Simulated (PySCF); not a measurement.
# C6H9NSi (SMILES NCC#CC1=CC[SiH2]1): what the fields show

```tsv
atom	x (Å)	y (Å)	z (Å)
N	-3.5208	-0.1234	-1.4619
C	-2.9273	0.9621	-0.6867
C	-1.5440	0.7335	-0.2940
C	-0.4093	0.4108	-0.0373
C	0.9152	0.1537	0.3232
C	1.6914	-0.9143	0.0608
C	3.0170	-0.6178	0.7053
Si	2.2770	1.0620	1.2963
H	-2.9825	-0.2776	-2.3089
H	-3.4960	-0.9848	-0.9252
H	-2.9878	1.8761	-1.2894
H	-3.5397	1.1058	0.2113
H	1.4488	-1.8104	-0.4914
H	3.2922	-1.3433	1.4713
H	3.8399	-0.5786	-0.0091
H	2.0800	1.2171	2.7362
H	2.8386	2.2671	0.6895
```

Geometry: GFN2-xTB.

Computed with PySCF, CAM-B3LYP/def2-SVPD, SCF density, gas phase.

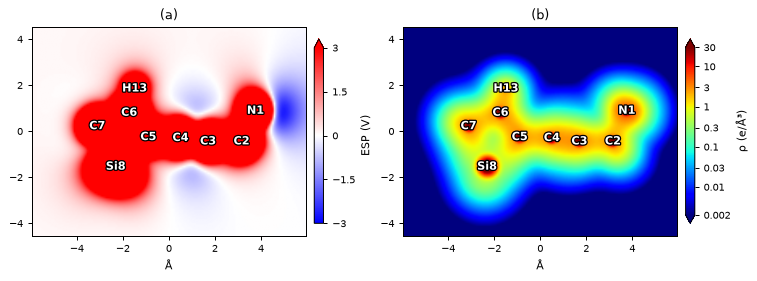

Figure 1. (a) molecular electrostatic potential; (b) electron density on the plane of atoms N1, C2 and C3.

Q: Interpret the plot.

A:
- The section cuts through N, C, Si and H sites.
- C–C (1.21 Å): ρ at the midpoint is about 2.7 e/Å³.
- C–N (1.46 Å): ρ at the midpoint is about 1.9 e/Å³.
- C–Si (1.90 Å): ρ is about 0.87 e/Å³ halfway.
- C–C (1.35 Å): the density is about 2.3 e/Å³ at the midpoint.
- C–C (1.40 Å): the density is about 2 e/Å³ at the midpoint.
- Outside the dense part of the molecule the potential is most negative (−2.7 V) near N1.

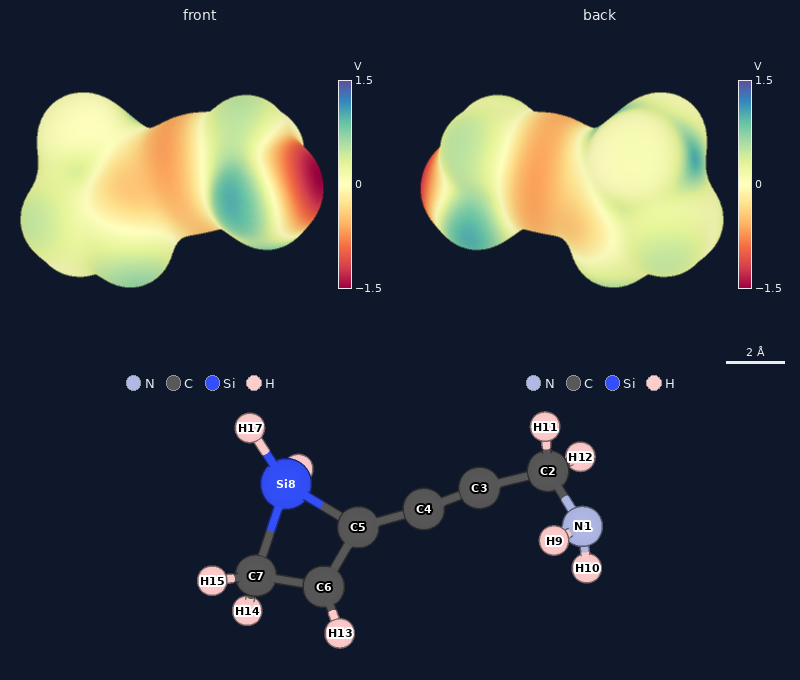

Figure 2. The electrostatic potential painted on the density surface at 0.001 e/bohr³, seen from the front and from behind; red is negative and blue positive. The bare structure is drawn below in the same view.

Q: Where is the surface potential most negative and most positive?

A: The most negative region (about −1.5 V) lies over N1, the most positive (about +1.0 V) over Si8, H9 and H10. N1 is the likeliest acceptor of a hydrogen bond.
